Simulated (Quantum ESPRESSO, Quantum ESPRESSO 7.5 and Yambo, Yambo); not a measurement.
**How the form of the self-energy moves the gap of NH4Br (P-43m)**

Wanted: the gap of NH4Br (P-43m) under several approximations, with cost.

Program: Quantum ESPRESSO 7.5 and Yambo 5.3.0. Level of theory: PBEsol and many-body steps on it, plane waves. Results are calculated unless marked as measured.

**1. The starting structure**

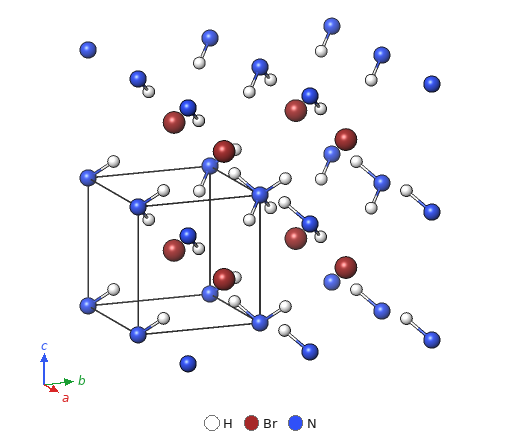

The cell as given, slightly off an axis (hydrogen white, bromine red, nitrogen blue). 2×2×2 cells are drawn. Bonds to atoms that aren't drawn are left out. Some periodic images of atoms are drawn too.

The cell and positions come from the Crystallography Open Database and are kept as given unless a step says otherwise.

**2. Empty states on the mesh, 4×4×4 mesh, 274 bands**

This step: Quantum ESPRESSO 7.5; DFT, PBEsol, plane waves, norm-conserving pseudopotentials.

The sums over transitions need many empty states on a uniform mesh; this step solves for them.

pw.in

```
&control
  calculation = 'nscf'
  prefix = 'x'
  outdir = 'o'
  pseudo_dir = 'pseudo'
/
&system
  ibrav = 0
  nat = 6
  ntyp = 3
  ecutwfc = 72.0
  nbnd = 274
  force_symmorphic = .true.
/
&electrons
  conv_thr = 1e-9
  electron_maxstep = 80
  diago_full_acc = .true.
  diago_thr_init = 5e-6
/
ATOMIC_SPECIES
  H 1.008 H.upf
  Br 79.904 Br.upf
  N 14.007 N.upf
CELL_PARAMETERS angstrom
  4.0000000000 0.0000000000 0.0000000000
  0.0000000000 4.0000000000 0.0000000000
  0.0000000000 0.0000000000 4.0000000000
ATOMIC_POSITIONS crystal
  H 0.1480000000 0.1480000000 0.1480000000
  H 0.1480000000 0.8520000000 0.8520000000
  H 0.8520000000 0.8520000000 0.1480000000
  H 0.8520000000 0.1480000000 0.8520000000
  Br 0.5000000000 0.5000000000 0.5000000000
  N 0.0000000000 0.0000000000 0.0000000000
K_POINTS automatic
  4 4 4 0 0 0
```

Started as:

```sh
> OMP_NUM_THREADS=1 mpirun -n 4 pw.x -nk 4 -in pw.in > pw.out
```

Log:

```text
Program PWSCF v.7.5 starts

     This program is part of the open-source Quantum ESPRESSO suite
     for quantum simulation of materials; please cite
         "P. Giannozzi et al., J. Phys.:Condens. Matter 21 395502 (2009);
         "P. Giannozzi et al., J. Phys.:Condens. Matter 29 465901 (2017);
         "P. Giannozzi et al., J. Chem. Phys. 152 154105 (2020);
     in publications or presentations arising from this work. More details at

     Atomic positions and unit cell read from directory:
     o/x.save/

     Message from routine setup:
[...]
k = 0.0000 0.0000-0.5000 (  4436 PWs)   bands (ev):

[...]
54.3928  55.3697  56.3153  56.3672  56.3672  57.6653  59.0821  61.6506
     [... 23 further rows ...]
   144.7072 144.7072 144.9811 144.9811 145.1036 145.3315 145.4394 146.3737
   146.5346 146.6528

          k = 0.0000 0.2500 0.2500 (  4466 PWs)   bands (ev):

     [... further k-points ...]

     highest occupied, lowest unoccupied level (ev):     1.0790    5.1764

     XML data file, pseudopotentials, collected wavefunctions

=------------------------------------------------------------------------------=
   JOB DONE.
=------------------------------------------------------------------------------=
```

Run time: 43 s. Hardware: 4 MPI ranks of Arm Neoverse V1, shared host; peak memory 0.63 GiB; 2.9 min of CPU time.

Numbers from this step:

```
gap                                                           : 4.097 eV
k of the valence top                                          : 0, -0.5, -0.5
k of the conduction bottom                                    : 0, 0, 0
least direct gap                                              : 4.185 eV
k points computed                                             : 10
lowest point of the top converged band, above the valence top : 135.4085 eV
```

On this mesh the gap is 4.097 eV.

The density comes from a self-consistent run that is not shown.

**3. Conversion and set-up**

This step: Yambo 5.3.0; conversion and set-up on PBEsol, plane waves, norm-conserving pseudopotentials.

The states are converted to the many-body program's format and the q mesh is built.

Started as:

```sh
> (cd o/x.save; p2y > p2y.log; mv SAVE ../..); yambo > setup.log
```

Log:

```text
 Yambo, version 5.3.0

 [02] CORE Variables Setup
 =========================

  [02.01] Unit cells
  ==================

  Cell kind             :  CUB
  Atoms in the cell     :  H  Br  N
  number of H  atoms    :   4
  number of Br atoms    :  1
  number of N  atoms    :  1

  List of atomic masses
  Mass of H     :  1.008000
  Mass of Br    :  79.90400
  Mass of N     :  14.00700

  List of atomic coordinates    : [cc]
  H1       :  1.118718  1.118718  1.118718  order 1
  H2       :  1.118718  6.440187  6.440187  order 2
  H3       :  6.440187  6.440187  1.118718  order 3
[...]
IBZ Q-points                                      :  10
 BZ  Q-points                                      :   64

 K/Q-points units:
 rlu = crystal or reduced units; cc = cartesian coordinates; iku = interal k-units

 Q [ 1]         [rlu]:  0.000000  0.000000  0.000000
 Q [ 2]         [rlu]:  0.000000  0.000000  0.250000
 Q [ 3]         [rlu]:  0.000000  0.000000 -0.500000
[...]
Q [ 8]         [rlu]:  0.250000  0.250000 -0.500000
 Q [ 9]         [rlu]:  0.250000 -0.500000 -0.500000
 Q [10]         [rlu]: -0.500000 -0.500000 -0.500000

  [03.01] X indexes
  =================

   [03.01.01] Sigma indexes
   ========================

 [06] Game Over & Game summary
```

Run time: 2.8 s. Hardware: 1 MPI rank; peak memory 0.25 GiB.

**4. G0W0, Godby-Needs plasmon pole**

G0W0 replaces the xc potential by the self-energy, built once from these orbitals. Only a window of levels is corrected, while the sums run over the empty bands that the input names.

This step: G0W0 on PBEsol, plane waves, norm-conserving pseudopotentials.

gw2.in

```
HF_and_locXC
gw0
dyson
ppa
em1d
rim_cut
RandQpts= 1000000
RandGvec= 1 RL
EXXRLvcs= 72 Ry
VXCRLvcs= 288 Ry
Chimod= "HARTREE"
% BndsRnXp
 1 | 116 |
%
NGsBlkXp= 10.5 Ry
% LongDrXp
 1 | 1 | 1 |
%
% GbndRnge
 1 | 116 |
%
DysSolver= "n"
ExtendOut
PPAPntXp= 27.21138 eV
% QPkrange
 6 | 6 | 7 | 10 |
 1 | 1 | 7 | 10 |
%
```

Started as:

```sh
> OMP_NUM_THREADS=1 mpirun -n 4 yambo -F gw2.in -J gw2 -C gw2 > gw2.log
```

Log:

```text
 Yambo, version 5.3.0

 [02] CORE Variables Setup
 =========================

  [... cell, symmetries and grids as in the set-up ...]

  [02.05] Energies & Occupations
  ==============================

  [X] === General ===
  [X] Electronic Temperature                        :  0.000000  0.000000 [eV K]
  [X] Bosonic    Temperature                        :  0.000000  0.000000 [eV K]
  [X] Finite Temperature mode                       : no
  [X] El. density                                   :  0.25000E+24 [cm-3]
  [X] Fermi Level                                   :  1.079024 [eV]

  [X] === Gaps and Widths ===
  [X] Conduction Band Min                           :  4.097338 [eV]
  [X] Valence Band Max                              :  0.000000 [eV]
  [X] Filled Bands                                  :   8
  [X] Empty Bands                                   :    9  274
  [X] Direct Gap                                    :  4.184637 [eV]
  [X] Direct Gap localized at k                     :  1
  [X] Indirect Gap                                  :  4.097338 [eV]
  [X] Indirect Gap between kpts                     :   6   1
  [X] Last valence band width                       :  1.471107 [eV]
  [X] 1st conduction band width                     :  3.655939 [eV]

 [03] Transferred momenta grid and indexing
 ==========================================

 IBZ Q-points                                      :  10
 BZ  Q-points                                      :   64

 K/Q-points units:
 rlu = crystal or reduced units; cc = cartesian coordinates; iku = interal k-units

 Q [ 1]         [rlu]:  0.000000  0.000000  0.000000
 Q [ 2]         [rlu]:  0.000000  0.000000  0.250000
 Q [ 3]         [rlu]:  0.000000  0.000000 -0.500000
 Q [ 4]         [rlu]:  0.000000  0.250000  0.250000
 Q [ 5]         [rlu]:  0.000000  0.250000 -0.500000
 Q [ 6]         [rlu]:  0.000000 -0.500000 -0.500000
 Q [ 7]         [rlu]:  0.250000  0.250000  0.250000
 Q [ 8]         [rlu]:  0.250000  0.250000 -0.500000
 Q [ 9]         [rlu]:  0.250000 -0.500000 -0.500000
 Q [10]         [rlu]: -0.500000 -0.500000 -0.500000

 [04] Coloumb potential Random Integration (RIM)
 ===============================================

  [04.01] RIM initialization
  ==========================

  * Diagonal components only detected *

  8 x (sBL volume)        :  0.071792 [a.u.]
  sBZ random points       :  1000000
  Points outside the sBZ  :   7992674
  RL volume               :  0.574332 [a.u.]
  Integrated volume       :  0.574858 [a.u.]

  [04.02] RIM integrals
  =====================

  Gamma point sphere radius             :  0.075389 [a.u.]
  Points outside the sphere             :   799758
  [Int_sBZ(q=0) 1/q^2]*(Vol_sBZ)^(-1/3) =:  7.677921
                                 should be <:  7.795600

  Summary of Coulomb integrals for non-metallic bands |Q|[au] RIM/Bare

  Q [1] 0.100000E-4 0.984904 * Q [2] 0.207807 1.050352
  Q [4] 0.293884 1.049366 * Q [7] 0.359933 1.034451
  Q [3] 0.415615 1.019613 * Q [5] 0.464671 1.017741
  Q [8] 0.509022 1.015471 * Q [6] 0.587768 1.012059
  Q [9] 0.623422 1.010860 * Q [10] 0.719866 1.008585

 [WARNING] [Xp] User bands 1-116 break level degeneracy

 [05] Dipoles
 ============

  [05.01] Setup: observables and procedures
  =========================================

 [06] Dynamic Dielectric Matrix (PPA)
 ====================================

 [WR./gw2//ndb.pp]---------------------------------------------------------------
  Brillouin Zone Q/K grids (IBZ/BZ)                :   10   64   10   64
  RL vectors                                       :   5575 [WF]
  Coulomb cutoff potential                         : none
  Electronic Temperature                           :  0.000000 [K]
  Bosonic    Temperature                           :  0.000000 [K]
  PPA    diel. fun.  energies                      : Perdew, Burke & Ernzerhof SOL(X)+Perdew, Burke & Ernzerhof SOL(C)
  wavefunctions                                    : Perdew, Burke & Ernzerhof SOL(X)+Perdew, Burke & Ernzerhof SOL(C)
  Global Gauge                                     : length
  X matrix size                                    :  257
  X band range                                     :    1  116
  X e/h energy range                               : -1.000000 -1.000000 [eV]
  X Time ordering                                  : R
  X Hxc Kernel                                     : HARTREE
  X Drude frequency                                :  0.000000  0.000000
  X poles                                          :  100.0000 [o/o]
  RL vectors in the sum                            :   5575
  [r,Vnl] included                                 : yes
  Field direction                                  :  0.577350E-5  0.577350E-5  0.577350E-5
  BZ energy Double Grid                            : no
  BZ energy DbGd points                            : 0
  BZ Q point size factor                           : -1.000000
  X Optical Averaged directions                    : none

 [07] Local Exchange-Correlation + Non-Local Fock
 ================================================

 [VXC] Plane waves :   35585
 [EXS] Plane waves :   4553

 QP @ state[ 1 ] K range:  1  1
 QP @ state[ 1 ] b range:   7  10
 QP @ state[ 2 ] K range:   6   6
 QP @ state[ 2 ] b range:   7  10

 [xc] Functional : Perdew, Burke & Ernzerhof SOL(X)+Perdew, Burke & Ernzerhof SOL(C)
 [xc] LIBXC used to calculate xc functional
  PP Number of Atomic Species                      :  3
  NLCC RL compoments                               :   35585
  PP Number of Atomic Species                      :  3
  NLCC RL compoments                               :   35585

 [xc] E_xc :  -6.509624 [Ha]
      E_xc :  -13.01925 [Ry]

  Local XC kind (lXC) : Perdew, Burke & Ernzerhof SOL(X)+Perdew, Burke & Ernzerhof SOL(C)
  Non-Local XC kind (nlXC) : Hartree-Fock

  Corrections @ K [1] :  [eV]
 <7|nlXC|7> = -16.66521 -0.68265E-17 <7|lXC|7> = -12.99873 -0.14161E-15
 <8|nlXC|8> = -16.66524 -0.71901E-18 <8|lXC|8> = -12.99873 -0.94408E-16
 <9|nlXC|9> = -5.012816  0.17463E-18 <9|lXC|9> = -9.265698  0.000000
 <10|nlXC|10> = -2.999236 -0.86873E-18 <10|lXC|10> = -7.167320 -0.18882E-15

  Corrections @ K [6] :  [eV]
 <7|nlXC|7> = -16.53413  0.65650E-17 <7|lXC|7> = -12.54733  0.18882E-15
 <8|nlXC|8> = -16.53186 -0.24155E-17 <8|lXC|8> = -12.86961  0.14161E-15
 <9|nlXC|9> = -4.391800 -0.10706E-18 <9|lXC|9> = -8.740475  0.94408E-16
 <10|nlXC|10> = -4.300161  0.32767E-17 <10|lXC|10> = -8.981473 -0.47204E-16

 [08] Dyson equation: Newton solver
 ==================================

  [08.01] G0W0 (W PPA)
  ====================

  [  GW  ] Bands range     :    1  116
  [GW/PPA] G damping       :  0.100000 [eV]

  QP @ state[ 1 ] K range:  1  1
  QP @ state[ 1 ] b range:   7  10
  QP @ state[ 2 ] K range:   6   6
  QP @ state[ 2 ] b range:   7  10

   Sc/G bands                                       :    1  116
   Sc/G damping                                     :  0.100000 ev
   Sc bands terminator                              : no
   Sx RL components                                 :   4553

   QP @ state[ 1 ] K range                          :  1  1
   QP @ state[ 1 ] b range                          :   7  10
   QP @ state[ 2 ] K range                          :   6   6
   QP @ state[ 2 ] b range                          :   7  10
   GF energies kind                                 : Perdew, Burke & Ernzerhof SOL(X)+Perdew, Burke & Ernzerhof SOL(C)
   GF WF`s kind                                     : Perdew, Burke & Ernzerhof SOL(X)+Perdew, Burke & Ernzerhof SOL(C)
   Xs energies kind                                 : Perdew, Burke & Ernzerhof SOL(X)+Perdew, Burke & Ernzerhof SOL(C)
   Xs WF`s kind                                     : Perdew, Burke & Ernzerhof SOL(X)+Perdew, Burke & Ernzerhof SOL(C)

 [11] Game Over & Game summary
```

It took 91 s on 4 MPI ranks; peak memory 1.6 GiB; 6 min of CPU time.

This step gave:

```
G0W0 gap on the points computed              : 6.523 eV
starting gap on the mesh                     : 4.097 eV
k of the valence top                         : 0, -0.5, -0.5
k of the conduction bottom                   : 0, 0, 0
least direct G0W0 gap on the computed points : 6.592 eV
Z at the valence top                         : 0.8178
Z at the conduction bottom                   : 0.8531
```

The gap on the mesh goes from 4.10 eV to 6.52 eV, a correction of +2.43 eV.

[end of part 1 of 2]

[Paths, hosts, dates, memory and timing lines, banners, echoed tables and standing remarks are left out of the program output.]

[Logs are printed without paths, hosts, clocks, repeated set-up lines and the standing remarks that a program may print on its own settings, such as how far it seeks lower states.]

[Runs of the session that timed out or met a known fault of the program may be left out.]

[Hosts, paths, dates, database ids (printed as entryN), source tags and the programs' standing remarks are cut or masked in the printed files.]
